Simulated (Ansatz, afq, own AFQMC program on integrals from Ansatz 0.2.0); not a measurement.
# TiSi (singlet): quantum Monte Carlo beside coupled cluster at distance Ti1–Si2 = 4.816 Å, def2-SVP

How near does AFQMC come to the top of the ladder for TiSi (singlet)?

The runs use Ansatz 0.2.0, Gaussian basis, and an in-house AFQMC program (afq) on its integrals; all values are calculated; def2-SVP, frozen cores.

The runs, in order: PBE (unrestricted); PBE0 (unrestricted); B3LYP (unrestricted); B2PLYP (unrestricted); CCSD(T) on RHF; Phaseless AFQMC, CISD trial on RHF; UHF; CCSD(T) on UHF; CCSDT(Q) on UHF; Phaseless AFQMC, CISD trial on UHF.

16 further runs of the same task are left out: 16 that didn't finish.

**1. What is computed**

The geometry derives from a PBE0/def2-TZVP stationary point (not a proven minimum). One bond is set to the value named and the two fragments are kept rigid.

2 atoms, charge 0, spin multiplicity 1.

Atoms are counted from 1 here; the program's logs count them from 0.

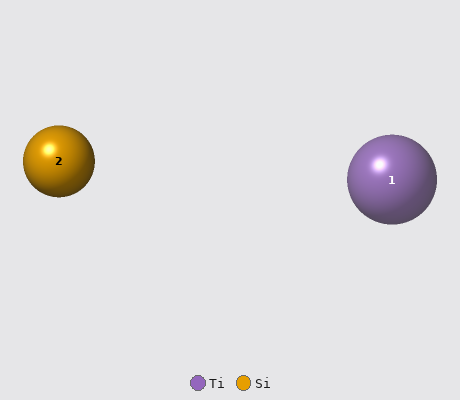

The structure; titanium purple, silicon amber; atoms are numbered from 1 in the order of the file.

**2. PBE (unrestricted)**

The input, in.yaml:

```yaml
crystal:
  periodic: [false, false, false]
  atoms:
    - {symbol: Ti, position_ang: [0.000000, 0.000000, 0.000000]}
    - {symbol: Si, position_ang: [0.000000, 0.000000, 4.816000]}
basis:
  gaussian: {orbitals: def2-SVP}
magnetization: {spin_polarized: true, initial_magnetization: 0}
hamiltonian: {xc: {name: PBE}}
output: {orbitals: {seedname: orbitals}}
```

Launch:

```sh
$ ansatz run in.yaml --threads 1 --pin off --events-out ev --progress --plain --max-ram 1382MiB
```

The program printed (excerpt; [...] marks lines left out):

```text
Functional definition: PBE
  name "PBE"
  cite "Perdew, Burke & Ernzerhof, Phys. Rev. Lett. 77, 3865 (1996) doi:10.1103/PhysRevLett.77.3865"
  parent pbe
[...]
576 factors; their error is unknown
[...]
mean field -30969.91448718 eV, -1138.1233652420 hartree, gradient 8.6e-6 eV, S^2 2.434787; 37 other end points of the search recorded, 0 dependent functions left out
reference -30969.91452992 eV, -1138.1233668125 hartree; 18, 18 occupied and 31, 31 virtual orbitals, 576 factors
Total energy: -30969.91452992 eV, -1138.1233668125 hartree
```

It took 4 min on 1 thread of Arm Neoverse V1, shared host.

From the report: ⟨S²⟩ of the determinant 2.435 (pure singlet: 0.00). The determinant is far from a pure spin state, so its energy mixes those of several spin states (harmless only where they are near-degenerate, as at dissociation).

**3. PBE0 (unrestricted)**

in.yaml: that of step 2 with these lines changed.

```diff
@@ -8,3 +8,3 @@
 magnetization: {spin_polarized: true, initial_magnetization: 0}
-hamiltonian: {xc: {name: PBE}}
+hamiltonian: {xc: {name: PBE0}}
 output: {orbitals: {seedname: orbitals}}
```

Launched as before.

The program printed (excerpt; [...] marks lines left out):

```text
Functional definition: PBE0
  name "PBE0"
  cite "Adamo & Barone, J. Chem. Phys. 110, 6158 (1999) doi:10.1063/1.478522"
  cite "Perdew, Burke & Ernzerhof, Phys. Rev. Lett. 77, 3865 (1996) doi:10.1103/PhysRevLett.77.3865"
  parent pbe
[...]
516 factors; integrals over basis functions are off by at most 2.1e-4 eV
[...]
mean field -30971.70352829 eV, -1138.1891112901 hartree, gradient 4.6e-6 eV, S^2 2.035791; 22 other end points of the search recorded, 0 dependent functions left out
reference -30971.70356038 eV, -1138.1891124693 hartree; 18, 18 occupied and 31, 31 virtual orbitals, 516 factors
Total energy: -30971.70356038 eV, -1138.1891124693 hartree
```

It took 3.2 min on 1 thread of Arm Neoverse V1, shared host.

From the report: ⟨S²⟩ of the determinant 2.036 (pure singlet: 0.00). The determinant is far from a pure spin state, so its energy mixes those of several spin states (harmless only where they are near-degenerate, as at dissociation).

**4. B3LYP (unrestricted)**

in.yaml: that of step 3 with these lines changed.

```diff
@@ -8,3 +8,2 @@
 magnetization: {spin_polarized: true, initial_magnetization: 0}
-hamiltonian: {xc: {name: PBE0}}
-output: {orbitals: {seedname: orbitals}}
+hamiltonian: {xc: {name: B3LYP}}
```

Launched as before.

The program printed (excerpt; [...] marks lines left out):

```text
Functional definition: B3LYP
  name "B3LYP"
  cite "Stephens, Devlin, Chabalowski & Frisch, J. Phys. Chem. 98, 11623 (1994) doi:10.1021/j100096a001"
  cite "Becke, Phys. Rev. A 38, 3098 (1988) doi:10.1103/PhysRevA.38.3098"
  cite "Lee, Yang & Parr, Phys. Rev. B 37, 785 (1988) doi:10.1103/PhysRevB.37.785"
  cite "Vosko, Wilk & Nusair, Can. J. Phys. 58, 1200 (1980) doi:10.1139/p80-159"
[...]
516 factors; integrals over basis functions are off by at most 2.1e-4 eV
[...]
mean field -30981.58208762 eV, -1138.5521416493 hartree, gradient 5.5e-7 eV, S^2 2.017953; 17 other end points of the search recorded, 0 dependent functions left out
reference -30981.58230948 eV, -1138.5521498026 hartree; 18, 18 occupied and 31, 31 virtual orbitals, 516 factors
Total energy: -30981.58230948 eV, -1138.5521498026 hartree
```

Wall time 2.1 min (1 thread of Arm Neoverse V1, shared host).

From the report: ⟨S²⟩ of the determinant 2.018 (pure singlet: 0.00). The determinant is far from a pure spin state, so its energy mixes those of several spin states (harmless only where they are near-degenerate, as at dissociation).

**5. B2PLYP (unrestricted)**

in.yaml: that of step 4 with these lines changed.

```diff
@@ -8,2 +8,3 @@
 magnetization: {spin_polarized: true, initial_magnetization: 0}
-hamiltonian: {xc: {name: B3LYP}}
+hamiltonian: {xc: {name: B2PLYP}}
+correlation: {electrons: outside_noble_gas}
```

Launched as before.

The program printed (excerpt; [...] marks lines left out):

```text
Functional definition: B2PLYP
  name "B2PLYP"
  cite "Grimme, J. Chem. Phys. 124, 034108 (2006) doi:10.1063/1.2148954"
  cite "Becke, Phys. Rev. A 38, 3098 (1988) doi:10.1103/PhysRevA.38.3098"
  cite "Lee, Yang & Parr, Phys. Rev. B 37, 785 (1988) doi:10.1103/PhysRevB.37.785"
[...]
516 factors; integrals over basis functions are off by at most 2.1e-4 eV
[...]
mean field -30969.83861618 eV, -1138.1205770342 hartree, gradient 5.4e-10 eV, S^2 2.012857; 18 other end points of the search recorded, 0 dependent functions left out
14 core orbitals not correlated: weight in the atoms' cores, before any rotation towards them, 1.000 or more for the frozen orbitals, at most 0.000 for the correlated occupied ones
reference -30969.83875364 eV, -1138.1205820856 hartree; 4, 4 occupied and 31, 31 virtual orbitals, 516 factors
second order -2.60059774 eV of doubles, -0.00000000 eV of singles
Total energy: -30970.54091503 eV, -1138.1463860408 hartree
```

Wall time 2.4 min (1 thread of Arm Neoverse V1, shared host).

From the report: ⟨S²⟩ of the determinant 2.013 (pure singlet: 0.00). The determinant is far from a pure spin state, so its energy mixes those of several spin states (harmless only where they are near-degenerate, as at dissociation).

**6. CCSD(T) on RHF**

The input, in.yaml:

```yaml
crystal:
  periodic: [false, false, false]
  atoms:
    - {symbol: Ti, position_ang: [0.000000, 0.000000, 0.000000]}
    - {symbol: Si, position_ang: [0.000000, 0.000000, 4.816000]}
basis:
  gaussian: {orbitals: def2-SVP}
magnetization: {spin_polarized: false}
correlation: {method: ccsd_t, electrons: outside_noble_gas, hamiltonian_folder: ham}
```

The command is unchanged.

The program printed (excerpt; [...] marks lines left out):

```text
Functional definition: HF
  name "HF"
  cite "Fock, Z. Phys. 61, 126 (1930) doi:10.1007/BF01340294"
  parent pbe
[...]
516 factors; integrals over basis functions are off by at most 2.1e-4 eV
[...]
mean field -30936.35947463 eV, -1136.8902412750 hartree, gradient 5.9e-6 eV, S^2 0.000000; 24 other end points of the search recorded, 0 dependent functions left out; unrestricted orbitals would lower it
[...]
determinant -30936.35947463 eV, -1136.8902412750 hartree, with singles and doubles -30940.45921568 eV, -1137.0409039798 hartree
determinant -30936.35675660 eV, -1136.8901413893 hartree, with singles and doubles -30940.45940178 eV, -1137.0409108190 hartree
determinant -30936.35300152 eV, -1136.8900033926 hartree, with singles and doubles -30940.43220045 eV, -1137.0399111885 hartree
determinant -30936.35163852 eV, -1136.8899533034 hartree, with singles and doubles -30940.45677917 eV, -1137.0408144397 hartree
[...]
determinant -30929.20058502 eV, -1136.6271569345 hartree, with singles and doubles -30938.71120246 eV, -1136.9766656788 hartree
determinant -30929.20058502 eV, -1136.6271569345 hartree, with singles and doubles -30942.83439271 eV, -1137.1281901257 hartree
unrestricted determinant -30940.47094850 eV, -1137.0413351531 hartree, S^2 2.0265
14 core orbitals not correlated: weight in the atoms' cores, before any rotation towards them, 1.000 or more for the frozen orbitals, at most 0.000 for the correlated occupied ones
reference -30936.35947463 eV, -1136.8902412750 hartree; 4, 4 occupied and 31, 31 virtual orbitals, 516 factors
second order -2.47727230 eV of doubles, -0.00000000 eV of singles
cycle   1  -4.28755647 eV  change    6.1e-7 eV  update   7.7e-6
[...]
cycle  17  -4.28752511 eV  change    3.0e-6 eV  update   1.7e-6
perturbative correction -0.26449340 eV, -0.0097199532 hartree
WARN: the results are in doubt because among natural orbitals the method converges to other amplitudes
Total energy: -30940.91149314 eV, -1137.0575248698 hartree
In doubt: among natural orbitals the method converges to other amplitudes
```

It took 48 s on 1 thread of Arm Neoverse V1, shared host.

From the report: correlation -4.5520 eV; T1 0.042; largest double amplitude 0.55. The program marks this result as in doubt; its last lines say why.

This run also writes the integrals to the folder ham.

**7. Phaseless AFQMC, CISD trial on RHF**

It reads the integrals that the CCSD(T) run on this determinant wrote.

Launch:

```sh
$ afq ham --method phaseless --trial cisd --walkers 60 --populations 1 --least-time 40 --time-step 0.005 --steps-per-block 50 --equilibration-blocks 40 --max-blocks 300 --target-error 0.00068 --factor-cut 1e-05 --seed 2408 --release-times 0.24,0.6,1.2,2,3,4.2 --release-step 0.04 --release-every 4 --taylor-order 6
```

The program printed:

```text
orbitals 35  electrons 4 4  factors 255 of 516
reference energy -1136.89024127 Eh
Error: the cluster equations did not converge
```

Hardware: 1 thread of Arm Neoverse V1, shared host.

No energy. The run doesn't count as converged. Caveats: other amplitudes.

**8. UHF**

The input, in.yaml:

```yaml
crystal:
  periodic: [false, false, false]
  atoms:
    - {symbol: Ti, position_ang: [0.000000, 0.000000, 0.000000]}
    - {symbol: Si, position_ang: [0.000000, 0.000000, 4.816000]}
basis:
  gaussian: {orbitals: def2-SVP}
magnetization: {spin_polarized: true, initial_magnetization: 0}
hamiltonian: {xc: hf}
output: {orbitals: {seedname: orbitals}}
```

Launch:

```sh
$ ansatz run in.yaml --threads 1 --pin off --events-out ev --progress --plain --max-ram 1382MiB
```

The program printed (excerpt; [...] marks lines left out):

```text
Functional definition: HF
  name "HF"
  cite "Fock, Z. Phys. 61, 126 (1930) doi:10.1007/BF01340294"
  parent pbe
[...]
516 factors; integrals over basis functions are off by at most 2.1e-4 eV
[...]
mean field -30940.47094856 eV, -1137.0413351553 hartree, gradient 2.5e-6 eV, S^2 2.026472; 18 other end points of the search recorded, 0 dependent functions left out
reference -30940.47094856 eV, -1137.0413351553 hartree; 18, 18 occupied and 31, 31 virtual orbitals, 516 factors
Total energy: -30940.47094856 eV, -1137.0413351553 hartree
```

It took 19 s on 1 thread of Arm Neoverse V1, shared host.

From the report: ⟨S²⟩ of the determinant 2.026 (pure singlet: 0.00). The determinant is far from a pure spin state, so its energy mixes those of several spin states (harmless only where they are near-degenerate, as at dissociation).

**9. CCSD(T) on UHF**

in.yaml: that of step 8 with these lines changed.

```diff
@@ -8,3 +8,2 @@
 magnetization: {spin_polarized: true, initial_magnetization: 0}
-hamiltonian: {xc: hf}
-output: {orbitals: {seedname: orbitals}}
+correlation: {method: ccsd_t, electrons: outside_noble_gas, hamiltonian_folder: ham}
```

Launched as before.

The program printed (excerpt; [...] marks lines left out):

```text
Functional definition: HF
  name "HF"
  cite "Fock, Z. Phys. 61, 126 (1930) doi:10.1007/BF01340294"
  parent pbe
[...]
516 factors; integrals over basis functions are off by at most 2.1e-4 eV
[...]
mean field -30940.47094856 eV, -1137.0413351553 hartree, gradient 2.5e-6 eV, S^2 2.026472; 58 other end points of the search recorded, 0 dependent functions left out
determinant -30940.47094856 eV, -1137.0413351553 hartree, with singles and doubles -30943.25801585 eV, -1137.1437579888 hartree
determinant -30940.46849349 eV, -1137.0412449330 hartree, with singles and doubles -30943.25494772 eV, -1137.1436452374 hartree
determinant -30940.43204240 eV, -1137.0399053802 hartree, with singles and doubles -30943.22245527 eV, -1137.1424511616 hartree
determinant -30940.43185528 eV, -1137.0398985035 hartree, with singles and doubles -30943.22270005 eV, -1137.1424601571 hartree
[...]
determinant -30940.15894315 eV, -1137.0298691677 hartree, with singles and doubles -30943.15637855 eV, -1137.1400228869 hartree
determinant -30940.12459114 eV, -1137.0286067546 hartree, with singles and doubles -30943.12543103 eV, -1137.1388855868 hartree
determinant -30940.12323658 eV, -1137.0285569755 hartree, with singles and doubles -30943.12483815 eV, -1137.1388637986 hartree
determinant -30940.12305106 eV, -1137.0285501580 hartree, with singles and doubles -30943.12436646 eV, -1137.1388464645 hartree
14 core orbitals not correlated: weight in the atoms' cores, before any rotation towards them, 1.000 or more for the frozen orbitals, at most 0.000 for the correlated occupied ones
reference -30940.47094856 eV, -1137.0413351553 hartree; 4, 4 occupied and 31, 31 virtual orbitals, 516 factors
second order -1.96545838 eV of doubles, -0.00000000 eV of singles
cycle   1  -2.78688236 eV  change   -1.6e-6 eV  update   5.5e-6
perturbative correction -0.05300708 eV, -0.0019479744 hartree
Total energy: -30943.31083800 eV, -1137.1456991673 hartree
```

It took 70 s on 1 thread of Arm Neoverse V1, shared host.

From the report: ⟨S²⟩ of the determinant 2.026 (pure singlet: 0.00); correlation -2.8399 eV; T1 0.019; largest double amplitude 0.13. The determinant is far from a pure spin state, so its energy mixes those of several spin states (harmless only where they are near-degenerate, as at dissociation).

This run also writes the integrals to the folder ham.

**10. CCSDT(Q) on UHF**

in.yaml: that of step 9 with these lines changed.

```diff
@@ -8,2 +8,2 @@
 magnetization: {spin_polarized: true, initial_magnetization: 0}
-correlation: {method: ccsd_t, electrons: outside_noble_gas, hamiltonian_folder: ham}
+correlation: {method: ccsdt_q, electrons: outside_noble_gas}
```

The command is unchanged.

The program printed (excerpt; [...] marks lines left out):

```text
Functional definition: HF
  name "HF"
  cite "Fock, Z. Phys. 61, 126 (1930) doi:10.1007/BF01340294"
  parent pbe
[...]
804 factors; integrals over basis functions are off by at most 1.9e-7 eV
[...]
mean field -30940.47100343 eV, -1137.0413371717 hartree, gradient 7.5e-7 eV, S^2 2.026490; 56 other end points of the search recorded, 0 dependent functions left out
determinant -30940.47100343 eV, -1137.0413371717 hartree, with singles and doubles -30943.25818507 eV, -1137.1437642076 hartree
determinant -30940.46854846 eV, -1137.0412469529 hartree, with singles and doubles -30943.25511635 eV, -1137.1436514342 hartree
determinant -30940.43209207 eV, -1137.0399072056 hartree, with singles and doubles -30943.22262248 eV, -1137.1424573067 hartree
determinant -30940.43190507 eV, -1137.0399003332 hartree, with singles and doubles -30943.22286633 eV, -1137.1424662677 hartree
[...]
determinant -30940.12463960 eV, -1137.0286085357 hartree, with singles and doubles -30943.12559920 eV, -1137.1388917667 hartree
determinant -30940.12328612 eV, -1137.0285587961 hartree, with singles and doubles -30943.12500392 eV, -1137.1388698907 hartree
determinant -30940.12309950 eV, -1137.0285519379 hartree, with singles and doubles -30943.12453236 eV, -1137.1388525612 hartree
14 core orbitals not correlated: weight in the atoms' cores, before any rotation towards them, 1.000 or more for the frozen orbitals, at most 0.000 for the correlated occupied ones
reference -30940.47100343 eV, -1137.0413371717 hartree; 4, 4 occupied and 31, 31 virtual orbitals, 804 factors
second order -1.96553570 eV of doubles, -0.00000000 eV of singles
cycle   1  -2.49199285 eV  change   -5.3e-1 eV  update   8.5e-2
[...]
cycle  81  -2.86268820 eV  change   -1.5e-8 eV  update   6.7e-7
perturbative correction -0.00172101 eV, -0.0000632460 hartree
Total energy: -30943.33541264 eV, -1137.1466022685 hartree
```

It took 2.3 min on 1 thread of Arm Neoverse V1, shared host.

From the report: ⟨S²⟩ of the determinant 2.026 (pure singlet: 0.00); correlation -2.8644 eV; T1 0.020; largest double amplitude 0.13. The determinant is far from a pure spin state, so its energy mixes those of several spin states (harmless only where they are near-degenerate, as at dissociation).

**11. Phaseless AFQMC, CISD trial on UHF**

It reads the integrals that the CCSD(T) run on this determinant wrote.

Launch:

```sh
$ afq ham --method phaseless --trial cisd --walkers 60 --populations 1 --least-time 40 --time-step 0.005 --steps-per-block 50 --equilibration-blocks 40 --max-blocks 300 --target-error 0.00068 --factor-cut 1e-05 --start spin_pure --seed 2408 --release-times 0.24,0.6,1.2,2,3,4.2 --release-step 0.04 --release-every 4 --taylor-order 6
```

The program printed:

```text
orbitals 35  electrons 4 4  factors 255 of 516
reference energy -1137.04133516 Eh
CCSD correlation -0.10241648 Eh in 20 cycles, weight of the determinant in the CISD state 0.8763
energy of the start -1137.143345 Eh
 block  time / (1/Eh)  mean weight  energy / Eh
     1     0.250  1.0006  -1137.142710
     2     0.500  1.0003  -1137.142648
     3     0.750  1.0001  -1137.142982
     4     1.000  0.9991  -1137.143736
     5     1.250  1.0008  -1137.144125
     6     1.500  0.9996  -1137.143788
     7     1.750  1.0008  -1137.144566
     8     2.000  1.0000  -1137.144605
     9     2.250  0.9998  -1137.147356
    10     2.500  0.9991  -1137.145012
    11     2.750  0.9994  -1137.145033
    16     4.000  0.9998  -1137.144993
    21     5.250  1.0003  -1137.144990
    26     6.500  1.0005  -1137.146918
    31     7.750  1.0010  -1137.147335
    36     9.000  1.0009  -1137.145503
    41    10.250  1.0002  -1137.144810
    46    11.500  1.0004  -1137.149580
    51    12.750  0.9997  -1137.149743
    56    14.000  1.0001  -1137.145919
    61    15.250  1.0008  -1137.149119
    66    16.500  1.0010  -1137.150080
    71    17.750  0.9994  -1137.148050
    76    19.000  0.9995  -1137.147173
    81    20.250  0.9997  -1137.142753
    86    21.500  1.0011  -1137.146675
    91    22.750  1.0014  -1137.144447
    96    24.000  0.9988  -1137.146823
   101    25.250  1.0007  -1137.149950
   106    26.500  1.0002  -1137.145100
   111    27.750  1.0006  -1137.145281
   116    29.000  1.0005  -1137.149125
   121    30.250  0.9972  -1137.144757
   126    31.500  1.0012  -1137.146169
   131    32.750  1.0001  -1137.147275
   136    34.000  0.9997  -1137.144484
   141    35.250  1.0003  -1137.148441
   146    36.500  1.0017  -1137.146054
   151    37.750  0.9988  -1137.146394
   156    39.000  1.0003  -1137.143962
   161    40.250  0.9997  -1137.149611
   166    41.500  0.9993  -1137.145622
   171    42.750  1.0042  -1137.143620
   176    44.000  1.0017  -1137.144668
   181    45.250  0.9833  -1137.144515
   186    46.500  0.9990  -1137.139881
   191    47.750  0.9990  -1137.144323
   196    49.000  1.0009  -1137.144964
blocks merged  error / Eh  count
     1  0.000188  160
     2  0.000238  80
     4  0.000284  40
     8  0.000322  20
    16  0.000394  10
released: time / (1/Eh)  energy / Eh  error  mean overlap
  0.24  -1137.146570  0.000384  0.9976
  0.60  -1137.147156  0.000360  0.9787
  1.20  -1137.147237  0.000328  0.9669
  2.00  -1137.146719  0.000666  0.9761
  3.00  -1137.147205  0.000615  0.9514
  4.20  -1137.148188  0.001236  0.8937
energy -1137.146393 +/- 0.000322 Eh
```

It took 3.4 min on 1 thread of Arm Neoverse V1, shared host.

Energy -30943.3297 ± 0.0088 eV. Caveats: constraint bias not in the error. The error still grows with block length (0.0077 to 0.0107 eV), so the bar may be too small.

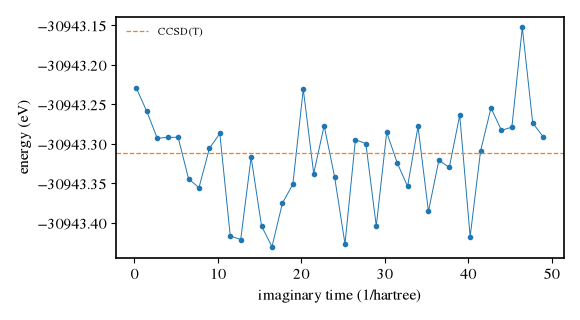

Block energies along the walk.

**12. AFQMC on the ladder**

On the UHF determinant, counted from CCSDT(Q) (a yardstick, not exact):

| level | energy (eV) | from CCSDT(Q) (kJ/mol) | statistical error (kJ/mol) | time |
| --- | --- | --- | --- | --- |
| HF | -30940.4709 | +276.4 |  |  |
| MP2 | -30942.4364 | +86.7 |  |  |
| CCSD | -30943.2578 | +7.5 |  |  |
| CCSD(T) | -30943.3108 | +2.4 |  |  |
| CCSDT(Q) | -30943.3354 | 0.0 |  |  |
| Phaseless AFQMC, CISD trial, step 0.005, 60 walkers | -30943.3297 | +0.5 | 0.8 | 3.4 min |

The functionals' totals stand on their own zeros and serve differences with other points: PBE -30969.915 eV; PBE0 -30971.704 eV; B3LYP -30981.582 eV; B2PLYP -30970.541 eV.

**13. What came out**

| quantity | value |
| --- | --- |
| CCSD(T) on UHF from CCSDT(Q) | +2.4 kJ/mol |
| Phaseless AFQMC, CISD trial on UHF from CCSDT(Q) | +0.5 ± 0.8 kJ/mol |

On UHF the phaseless walk with the CISD trial lies +0.5 kJ/mol from CCSDT(Q), within three error bars. Error bars are statistical and leave out the constraint, the time step and what remains of the start.
